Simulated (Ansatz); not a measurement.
**CH₄F₂OSi: an energy map over bond length Si5–H7 and bond length Si5–H9**

Aim: map the energy of CH4F2OSi, SMILES FC(F)O[SiH3] over two coordinates, and find its wells, ridges and stiffness.

Program: Ansatz 0.2.0. Level of theory: RKS PBE0-D4/def2-SVP. These are calculated values, not measurements.

**1. The system as given**

SMILES `FC(F)O[SiH3]`, 9 atoms, charge 0, spin multiplicity 1.

Atoms are counted from 1 here; the program's logs count them from 0.

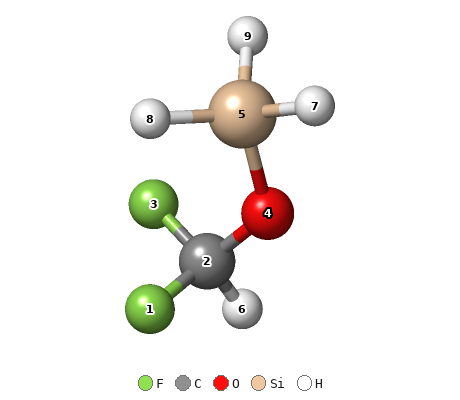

As it starts; fluorine green, carbon grey, oxygen red, silicon light orange, hydrogen white; atoms are numbered from 1 in the order of the file.

As a file:

```xyz
9
charge 0, multiplicity 1
F     1.7504   -0.7618   -0.8853
C     1.3141   -0.2781    0.3148
F     1.4482    1.0894    0.2526
O     0.0240   -0.6224    0.5416
Si   -1.3147    0.1573   -0.1987
H     1.9709   -0.6689    1.1233
H    -2.4234   -0.8386   -0.0751
H    -1.0234    0.4646   -1.6375
H    -1.6576    1.4122    0.5471
```

This geometry comes from a loose relaxation at PBE in a small basis, which is not shown.

**2. Relaxing the molecule**

input.yaml

```yaml
crystal:
  periodic: [false, false, false]
  atoms:
    - { symbol: F, position_ang: [1.750396, -0.761785, -0.885265] }
    - { symbol: C, position_ang: [1.314133, -0.278119, 0.314817] }
    - { symbol: F, position_ang: [1.448248, 1.089391, 0.252563] }
    - { symbol: O, position_ang: [0.023969, -0.622362, 0.541625] }
    - { symbol: Si, position_ang: [-1.314715, 0.157292, -0.198668] }
    - { symbol: H, position_ang: [1.970862, -0.668939, 1.123318] }
    - { symbol: H, position_ang: [-2.423404, -0.83863, -0.075081] }
    - { symbol: H, position_ang: [-1.023408, 0.464649, -1.637493] }
    - { symbol: H, position_ang: [-1.65758, 1.412202, 0.547083] }
basis:
  gaussian: { orbitals: def2-SVP }
hamiltonian:
  xc: pbe0
  dispersion: d4
output:
  forces: true
relax:
  f_tol: 0.003
  max_steps: 120
```

The run is started by

```sh
> ansatz run input.yaml --threads 1 --pin off --max-ram 2560MiB --backend cpu --events-out ev --progress --plain --runs-dir out
```

Output, cut to the lines that bear on the results:

```text
Warning: RAYON_NUM_THREADS=1 ignored (pool sized by the plan → 1); use --threads N
[...]
Functional definition: PBE0
[...]
983 factors; integrals over basis functions are off by at most 2.6e-4 eV
[...]
mean field -16440.42748874 eV, -604.1745664893 hartree, gradient 2.0e-5 eV, S^2 0.000000; 0 other end points of the search recorded, 0 dependent functions left out
[...]
reference -16440.42751118 eV, -604.1745673137 hartree; 25, 25 occupied and 69, 69 virtual orbitals, 983 factors
relax step   1: F+E_penalty+E_count = -16440.55654557 eV  Δ(F+E_penalty+E_count) = +0.000e0 eV  max|allowed force component| = 8.613e-1 eV/Å  Δτ_max = 0.0000 Å  (25 SCF iters, accepted)
[...]
relax step   3: F+E_penalty+E_count = -16440.58788874 eV  Δ(F+E_penalty+E_count) = -4.660e-3 eV  max|allowed force component| = 9.297e-2 eV/Å  Δτ_max = 0.0076 Å  (29 SCF iters, accepted)
[...]
relax step   5: F+E_penalty+E_count = -16440.58853352 eV  Δ(F+E_penalty+E_count) = -2.775e-4 eV  max|allowed force component| = 6.566e-2 eV/Å  Δτ_max = 0.0279 Å  (29 SCF iters, accepted)
[...]
relax step   7: F+E_penalty+E_count = -16440.58869909 eV  Δ(F+E_penalty+E_count) = -5.289e-5 eV  max|allowed force component| = 4.379e-3 eV/Å  Δτ_max = 0.0040 Å  (22 SCF iters, accepted)
[...]
relax step   8: F+E_penalty+E_count = -16440.58870656 eV  Δ(F+E_penalty+E_count) = -7.468e-6 eV  max|allowed force component| = 6.083e-3 eV/Å  Δτ_max = 0.0037 Å  (22 SCF iters, accepted)
[...]
relax step   9: F+E_penalty+E_count = -16440.58870927 eV  Δ(F+E_penalty+E_count) = -2.707e-6 eV  max|allowed force component| = 1.950e-3 eV/Å  Δτ_max = 0.0019 Å  (19 SCF iters, accepted)
983 factors; integrals over basis functions are off by at most 2.8e-4 eV
mean field -16440.45942947 eV, -604.1757402895 hartree, gradient 7.7e-5 eV, S^2 0.000000; 1 other end points of the search recorded, 0 dependent functions left out
[...]
reference -16440.45945181 eV, -604.1757411105 hartree; 25, 25 occupied and 69, 69 virtual orbitals, 983 factors
Total energy: -16440.58873161 eV, -604.1804920554 hartree
Atom 0 at     1.729678    -0.734339    -0.879537 Å, force     0.000190    -0.000327    -0.001427 eV/Å
Atom 1 at     1.310970    -0.271329     0.314258 Å, force     0.001506    -0.000958     0.001950 eV/Å
Atom 2 at     1.465857     1.073731     0.277247 Å, force    -0.000243     0.001248    -0.000083 eV/Å
Atom 3 at     0.026794    -0.593447     0.531930 Å, force    -0.000109     0.000089    -0.000261 eV/Å
Atom 4 at    -1.312400     0.152920    -0.199575 Å, force    -0.001455     0.000140     0.000243 eV/Å
Atom 5 at     1.955929    -0.685639     1.106385 Å, force    -0.000371    -0.000114    -0.000271 eV/Å
Atom 6 at    -2.409248    -0.838407    -0.063039 Å, force    -0.000032     0.000019     0.000012 eV/Å
Atom 7 at    -1.025851     0.443454    -1.631327 Å, force     0.000454    -0.000181     0.000011 eV/Å
Atom 8 at    -1.653227     1.406754     0.526557 Å, force     0.000060     0.000084    -0.000174 eV/Å
Dipole moment:    -0.177511    -0.020497     0.117084 e Å
```

It took 70 s on 1 thread of Arm Neoverse N1, shared host; peak memory 0.19 GiB.

Relaxation path:

| step | energy from step 1 (eV) | largest force component (eV/Å) |
| --- | --- | --- |
| 1 | 0.0000 | 0.8613 |
| 2 | -0.0267 | 0.3514 |
| 3 | -0.0313 | 0.0930 |
| 4 | -0.0317 | 0.0380 |
| 5 | -0.0320 | 0.0657 |
| 6 | -0.0321 | 0.0162 |
| 7 | -0.0322 | 0.0044 |
| 8 | -0.0322 | 0.0061 |
| 9 | -0.0322 | 0.0019 |

Distances of close pairs at the start and the end, largest changes first:

| bond | before (Å) | after (Å) | change (Å) |
| --- | --- | --- | --- |
| C2–F3 | 1.375 | 1.354 | -0.021 |
| F1–C2 | 1.365 | 1.347 | -0.018 |
| O4–Si5 | 1.717 | 1.699 | -0.018 |
| C2–O4 | 1.354 | 1.342 | -0.013 |
| Si5–H8 | 1.500 | 1.489 | -0.011 |
| Si5–H9 | 1.499 | 1.488 | -0.011 |
| Si5–H7 | 1.495 | 1.485 | -0.011 |
| C2–H6 | 1.113 | 1.102 | -0.010 |

**3. The grid**

The axes are (1) bond length Si5–H7: 15 values from 1.217 to 2.227 Å; (2) bond length Si5–H9: 15 values from 1.280 to 2.084 Å.

Nothing else is relaxed (all other coordinates rigid). Energies count from the relaxed molecule at the same level.

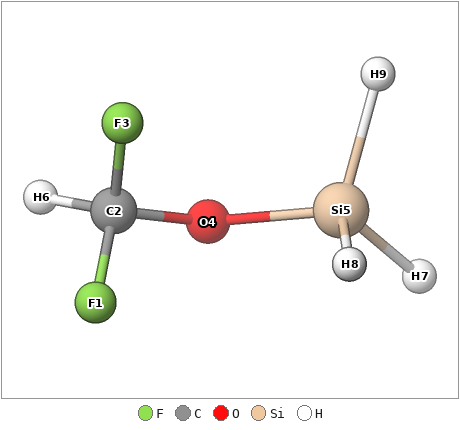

The geometry at bond length Si5–H7 = 1.650 Å, bond length Si5–H9 = 1.682 Å.

Below, 3 of the grid's runs; all are launched alike.

**4. The run at bond length Si5–H7 = 1.650 Å, bond length Si5–H9 = 1.682 Å**

input.yaml

```yaml
crystal:
  periodic: [false, false, false]
  atoms:
    - { symbol: F, position_ang: [1.729678, -0.734339, -0.879537] }
    - { symbol: C, position_ang: [1.31097, -0.271329, 0.314258] }
    - { symbol: F, position_ang: [1.465857, 1.073731, 0.277247] }
    - { symbol: O, position_ang: [0.026794, -0.593447, 0.53193] }
    - { symbol: Si, position_ang: [-1.3124, 0.15292, -0.199575] }
    - { symbol: H, position_ang: [1.955929, -0.685639, 1.106385] }
    - { symbol: H, position_ang: [-2.531335, -0.948748, -0.047841] }
    - { symbol: H, position_ang: [-1.025851, 0.443454, -1.631327] }
    - { symbol: H, position_ang: [-1.697542, 1.569781, 0.62097] }
basis:
  gaussian: { orbitals: def2-SVP }
hamiltonian:
  xc: pbe0
  dispersion: d4
output:
  forces: true
```

The run is started by

```sh
> ansatz run input.yaml --threads 1 --pin off --max-ram 2560MiB --backend cpu --events-out ev --progress --plain --runs-dir out
```

Output, cut to the lines that bear on the results:

```text
Warning: RAYON_NUM_THREADS=1 ignored (pool sized by the plan → 1); use --threads N
[...]
[... 1 set-up line as earlier in the session ...]
[...]
906 factors; integrals over basis functions are off by at most 1.2e-3 eV
[...]
mean field -16439.98783951 eV, -604.1584096781 hartree, gradient 3.4e-5 eV, S^2 0.000000; 0 other end points of the search recorded, 0 dependent functions left out
[...]
reference -16439.98786231 eV, -604.1584105160 hartree; 25, 25 occupied and 69, 69 virtual orbitals, 906 factors
Total energy: -16440.12145517 eV, -604.1633199628 hartree
Atom 0 at     1.729678    -0.734339    -0.879537 Å, force    -0.020929    -0.001762     0.014043 eV/Å
Atom 1 at     1.310970    -0.271329     0.314258 Å, force     0.143793     0.067189    -0.025095 eV/Å
Atom 2 at     1.465857     1.073731     0.277247 Å, force    -0.012016    -0.040990     0.003244 eV/Å
Atom 3 at     0.026794    -0.593447     0.531930 Å, force    -0.201642     0.038486    -0.025333 eV/Å
Atom 4 at    -1.312400     0.152920    -0.199575 Å, force    -1.958974     0.443597     1.300152 eV/Å
Atom 5 at     1.955929    -0.685639     1.106385 Å, force    -0.013383    -0.004801     0.000407 eV/Å
Atom 6 at    -2.531335    -0.948748    -0.047841 Å, force     1.587185     1.474643    -0.171476 eV/Å
Atom 7 at    -1.025851     0.443454    -1.631327 Å, force    -0.026605     0.011102     0.036172 eV/Å
Atom 8 at    -1.697542     1.569781     0.620970 Å, force     0.502570    -1.987464    -1.132113 eV/Å
Dipole moment:    -0.123632    -0.037764     0.086015 e Å
```

It took 6.4 s on 1 thread of Arm Neoverse N1, shared host; peak memory 0.17 GiB.

On the map this point reads 45 kJ/mol.

**5. The run at bond length Si5–H7 = 1.506 Å, bond length Si5–H9 = 1.510 Å**

Changes to input.yaml since step 4:

```diff
@@ -9,5 +9,5 @@
     - { symbol: H, position_ang: [1.955929, -0.685639, 1.106385] }
-    - { symbol: H, position_ang: [-2.531335, -0.948748, -0.047841] }
+    - { symbol: H, position_ang: [-2.424956, -0.852603, -0.061084] }
     - { symbol: H, position_ang: [-1.025851, 0.443454, -1.631327] }
-    - { symbol: H, position_ang: [-1.697542, 1.569781, 0.62097] }
+    - { symbol: H, position_ang: [-1.658158, 1.424894, 0.537062] }
 basis:
```

The run is started by

```sh
> ansatz run input.yaml --threads 1 --pin off --max-ram 2560MiB --backend cpu --events-out ev --progress --plain --runs-dir out
```

Output, cut to the lines that bear on the results:

```text
Warning: RAYON_NUM_THREADS=1 ignored (pool sized by the plan → 1); use --threads N
[...]
[... 1 set-up line as earlier in the session ...]
[...]
903 factors; integrals over basis functions are off by at most 1.2e-3 eV
[...]
mean field -16440.45107903 eV, -604.1754334162 hartree, gradient 3.3e-5 eV, S^2 0.000000; 0 other end points of the search recorded, 0 dependent functions left out
[...]
reference -16440.45110142 eV, -604.1754342394 hartree; 25, 25 occupied and 69, 69 virtual orbitals, 903 factors
Total energy: -16440.58036090 eV, -604.1801844373 hartree
Atom 0 at     1.729678    -0.734339    -0.879537 Å, force    -0.002057    -0.000398     0.000346 eV/Å
Atom 1 at     1.310970    -0.271329     0.314258 Å, force     0.016080     0.006903    -0.001676 eV/Å
Atom 2 at     1.465857     1.073731     0.277247 Å, force    -0.001430    -0.003438     0.000276 eV/Å
Atom 3 at     0.026794    -0.593447     0.531930 Å, force    -0.024359     0.004602    -0.002980 eV/Å
Atom 4 at    -1.312400     0.152920    -0.199575 Å, force    -0.346150     0.057080     0.213482 eV/Å
Atom 5 at     1.955929    -0.685639     1.106385 Å, force    -0.001909    -0.000677    -0.000194 eV/Å
Atom 6 at    -2.424956    -0.852603    -0.061084 Å, force     0.281382     0.260521    -0.031077 eV/Å
Atom 7 at    -1.025851     0.443454    -1.631327 Å, force    -0.003436     0.000008     0.006158 eV/Å
Atom 8 at    -1.658158     1.424894     0.537062 Å, force     0.081879    -0.324600    -0.184334 eV/Å
Dipole moment:    -0.171180    -0.021758     0.113720 e Å
```

Wall time 6.1 s (1 thread of Arm Neoverse N1, shared host); peak memory 0.17 GiB.

Energy on the map's scale: 0.8 kJ/mol.

**6. The run at bond length Si5–H7 = 1.794 Å, bond length Si5–H9 = 2.084 Å**

Changes to input.yaml since step 5:

```diff
@@ -9,5 +9,5 @@
     - { symbol: H, position_ang: [1.955929, -0.685639, 1.106385] }
-    - { symbol: H, position_ang: [-2.424956, -0.852603, -0.061084] }
+    - { symbol: H, position_ang: [-2.637715, -1.044894, -0.034599] }
     - { symbol: H, position_ang: [-1.025851, 0.443454, -1.631327] }
-    - { symbol: H, position_ang: [-1.658158, 1.424894, 0.537062] }
+    - { symbol: H, position_ang: [-1.789591, 1.908413, 0.817081] }
 basis:
```

The run is started by

```sh
> ansatz run input.yaml --threads 1 --pin off --max-ram 2560MiB --backend cpu --events-out ev --progress --plain --runs-dir out
```

Output, cut to the lines that bear on the results:

```text
Warning: RAYON_NUM_THREADS=1 ignored (pool sized by the plan → 1); use --threads N
[...]
[... 1 set-up line as earlier in the session ...]
[...]
905 factors; integrals over basis functions are off by at most 1.2e-3 eV
[...]
mean field -16438.32227978 eV, -604.0972014871 hartree, gradient 5.9e-6 eV, S^2 0.000000; 0 other end points of the search recorded, 0 dependent functions left out
[...]
reference -16438.32230391 eV, -604.0972023738 hartree; 25, 25 occupied and 69, 69 virtual orbitals, 905 factors
Total energy: -16438.47230178 eV, -604.1027146936 hartree
Atom 0 at     1.729678    -0.734339    -0.879537 Å, force    -0.061689    -0.008227     0.039357 eV/Å
Atom 1 at     1.310970    -0.271329     0.314258 Å, force     0.360118     0.202559    -0.062238 eV/Å
Atom 2 at     1.465857     1.073731     0.277247 Å, force    -0.035081    -0.122685     0.008942 eV/Å
Atom 3 at     0.026794    -0.593447     0.531930 Å, force    -0.495368     0.104212    -0.081768 eV/Å
Atom 4 at    -1.312400     0.152920    -0.199575 Å, force    -2.665472     0.591732     1.927209 eV/Å
Atom 5 at     1.955929    -0.685639     1.106385 Å, force    -0.032066    -0.012024     0.001345 eV/Å
Atom 6 at    -2.637715    -1.044894    -0.034599 Å, force     2.216135     2.080983    -0.218461 eV/Å
Atom 7 at    -1.025851     0.443454    -1.631327 Å, force    -0.037992     0.076496     0.070528 eV/Å
Atom 8 at    -1.789591     1.908413     0.817081 Å, force     0.751414    -2.913045    -1.684914 eV/Å
Dipole moment:    -0.049453    -0.121654     0.020966 e Å
```

It took 6.2 s on 1 thread of Arm Neoverse N1, shared host; peak memory 0.17 GiB.

Energy on the map's scale: 204 kJ/mol.

**7. All points together**

225 points were computed. Energies in kJ/mol, from the relaxed molecule at the same level:

```tsv
bond length Si5–H9 (Å) ↓, bond length Si5–H7 (Å) →	1.217	1.290	1.362	1.434	1.506	1.578	1.650	1.722	1.794	1.867	1.939	2.011	2.083	2.155	2.227
2.084	242	191	162	148	147	154	167	184	204	227	250	274	299	323	347
2.026	223	172	142	129	127	134	147	165	185	207	231	255	279	304	328
1.969	204	153	124	110	109	115	128	146	166	188	212	236	261	285	309
1.912	186	134	105	92	90	97	110	127	147	170	193	218	242	266	290
1.854	168	116	87	74	72	79	92	109	129	152	175	199	224	248	272
1.797	151	100	71	57	55	62	75	92	112	135	158	182	207	231	255
1.739	136	84	55	41	40	46	59	76	96	119	142	166	191	215	239
1.682	122	71	41	28	26	32	45	62	82	104	128	152	177	201	225
1.625	111	59	30	16	14	21	33	50	70	92	116	140	165	189	213
1.567	102	51	21	7	5	12	25	42	61	83	107	131	156	180	204
1.510	98	46	17	3	1	7	20	37	57	79	102	126	151	175	199
1.452	99	47	18	4	2	8	21	38	57	79	103	127	151	176	200
1.395	107	55	26	12	9	16	28	45	65	87	110	134	159	183	207
1.337	124	72	42	28	26	32	45	62	81	103	126	150	175	199	223
1.280	152	100	70	56	53	59	72	89	108	130	153	177	202	226	250
```

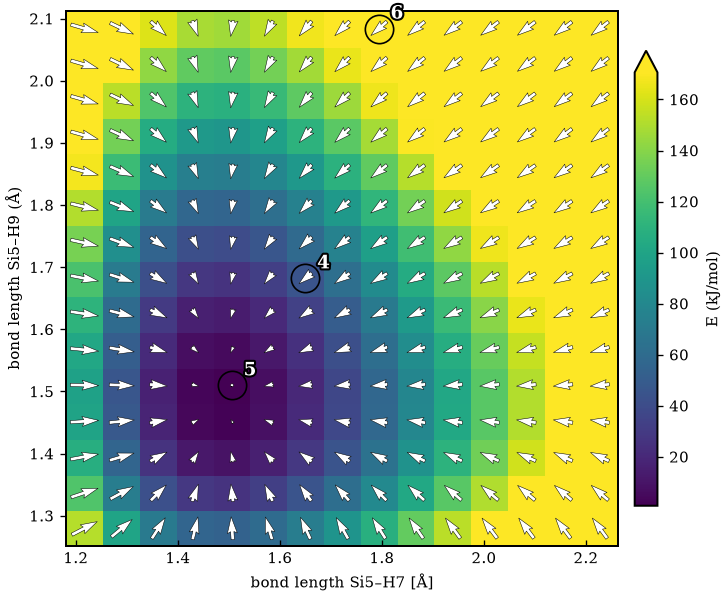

The map; numbers mark the steps of this session that print a point's run. In the figure: one coloured cell a grid point, arrows along the force (downhill), longer where it is stronger, one colour for all values above the top of the scale.

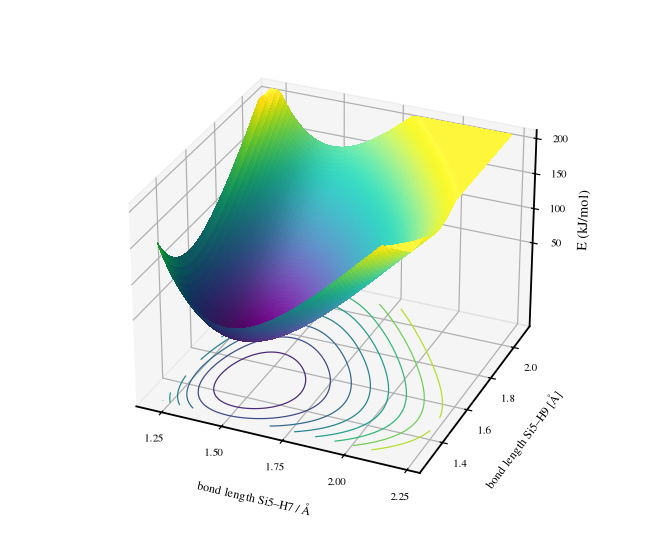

The same map in relief. In the figure: a relief with its contours projected below, any walls above the top of the colour scale cut off.

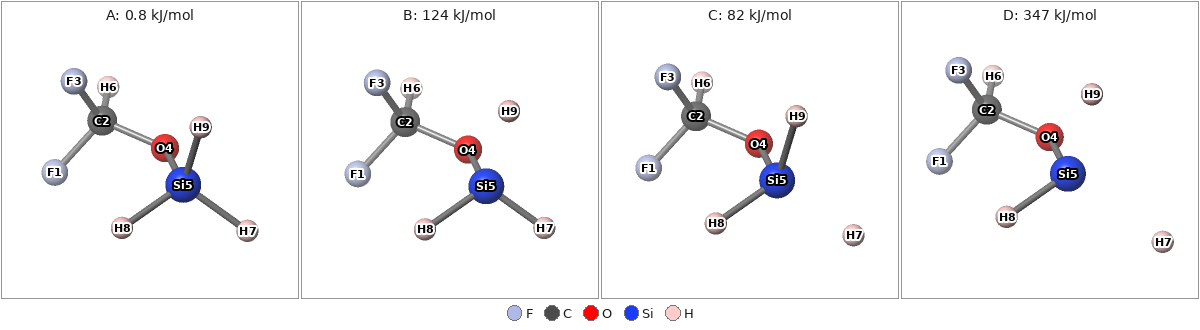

Structures on the grid, at one scale: A at bond length Si5–H7 = 1.506 Å, bond length Si5–H9 = 1.510 Å; B at bond length Si5–H7 = 1.362 Å, bond length Si5–H9 = 1.969 Å; C at bond length Si5–H7 = 1.794 Å, bond length Si5–H9 = 1.682 Å; D at bond length Si5–H7 = 2.227 Å, bond length Si5–H9 = 2.084 Å.

The largest force on an atom (eV/Å) at each point:

| bond length Si5–H9 (Å) ↓, bond length Si5–H7 (Å) → | 1.217 | 1.290 | 1.362 | 1.434 | 1.506 | 1.578 | 1.650 | 1.722 | 1.794 | 1.867 | 1.939 | 2.011 | 2.083 | 2.155 | 2.227 |
| --- | --- | --- | --- | --- | --- | --- | --- | --- | --- | --- | --- | --- | --- | --- | --- |
| 2.084 | 10.5 | 7.1 | 4.9 | 3.5 | 3.5 | 3.5 | 3.5 | 3.5 | 3.4 | 3.5 | 3.6 | 3.6 | 3.6 | 3.5 | 3.5 |
| 2.026 | 10.5 | 7.2 | 4.9 | 3.5 | 3.4 | 3.4 | 3.5 | 3.5 | 3.4 | 3.5 | 3.6 | 3.6 | 3.6 | 3.5 | 3.5 |
| 1.969 | 10.5 | 7.2 | 4.9 | 3.5 | 3.4 | 3.4 | 3.4 | 3.4 | 3.4 | 3.5 | 3.5 | 3.6 | 3.6 | 3.5 | 3.5 |
| 1.912 | 10.4 | 7.1 | 4.8 | 3.5 | 3.3 | 3.3 | 3.3 | 3.3 | 3.3 | 3.4 | 3.5 | 3.5 | 3.5 | 3.5 | 3.4 |
| 1.854 | 10.3 | 7.0 | 4.7 | 3.3 | 3.1 | 3.2 | 3.2 | 3.2 | 3.2 | 3.4 | 3.5 | 3.5 | 3.5 | 3.5 | 3.4 |
| 1.797 | 10.2 | 6.9 | 4.6 | 3.2 | 2.9 | 2.9 | 3.0 | 3.0 | 3.1 | 3.3 | 3.5 | 3.5 | 3.5 | 3.5 | 3.4 |
| 1.739 | 10.1 | 6.8 | 4.4 | 3.0 | 2.7 | 2.7 | 2.7 | 2.8 | 3.0 | 3.3 | 3.5 | 3.5 | 3.5 | 3.5 | 3.4 |
| 1.682 | 9.9 | 6.6 | 4.2 | 2.7 | 2.3 | 2.3 | 2.4 | 2.7 | 3.0 | 3.3 | 3.5 | 3.5 | 3.5 | 3.5 | 3.4 |
| 1.625 | 9.7 | 6.3 | 3.9 | 2.3 | 1.9 | 1.9 | 2.2 | 2.7 | 3.0 | 3.3 | 3.5 | 3.5 | 3.5 | 3.5 | 3.4 |
| 1.567 | 9.4 | 6.0 | 3.5 | 1.8 | 1.2 | 1.4 | 2.2 | 2.7 | 3.0 | 3.3 | 3.5 | 3.5 | 3.5 | 3.5 | 3.4 |
| 1.510 | 9.2 | 5.6 | 3.1 | 1.2 | 0.4 | 1.4 | 2.2 | 2.7 | 3.0 | 3.3 | 3.4 | 3.5 | 3.5 | 3.5 | 3.4 |
| 1.452 | 9.2 | 5.7 | 3.0 | 1.1 | 0.9 | 1.7 | 2.4 | 2.8 | 3.0 | 3.3 | 3.4 | 3.5 | 3.5 | 3.5 | 3.4 |
| 1.395 | 9.2 | 5.7 | 3.0 | 2.1 | 2.2 | 2.8 | 3.4 | 3.7 | 3.9 | 4.1 | 4.3 | 4.3 | 4.3 | 4.2 | 4.1 |
| 1.337 | 9.2 | 5.7 | 3.9 | 3.9 | 3.9 | 4.4 | 4.9 | 5.2 | 5.4 | 5.6 | 5.7 | 5.7 | 5.7 | 5.6 | 5.6 |
| 1.280 | 9.2 | 6.5 | 6.2 | 6.1 | 6.1 | 6.6 | 6.9 | 7.2 | 7.4 | 7.6 | 7.6 | 7.7 | 7.7 | 7.6 | 7.6 |

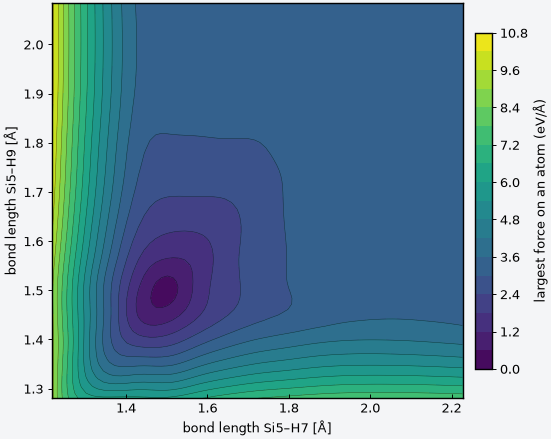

The largest force on an atom over the grid. The picture shows filled contours. Between grid points the surface is interpolated.

**8. Outcome**

| quantity | value |
| --- | --- |
| lowest point | bond length Si5–H7 = 1.506 Å, bond length Si5–H9 = 1.510 Å, 0.8 kJ/mol |
| highest computed point | bond length Si5–H7 = 2.227 Å, bond length Si5–H9 = 2.084 Å, 346 kJ/mol above the lowest |
| largest force on an atom (eV/Å) | 0.4 at bond length Si5–H7 = 1.506 Å, bond length Si5–H9 = 1.510 Å to 10.5 at bond length Si5–H7 = 1.217 Å, bond length Si5–H9 = 2.026 Å; 0.4 at the lowest point |
| time for the whole task | 27 min on 1 thread, shared host |

**Reading.** The lowest computed point is at bond length Si5–H7 = 1.506 Å, bond length Si5–H9 = 1.510 Å, 0.8 kJ/mol from the relaxed molecule at the same level. No other kind of well shows on this grid. The highest computed point, bond length Si5–H7 = 2.227 Å, bond length Si5–H9 = 2.084 Å, lies 346 kJ/mol above the lowest. Round the minimum the two coordinates are nearly uncoupled.
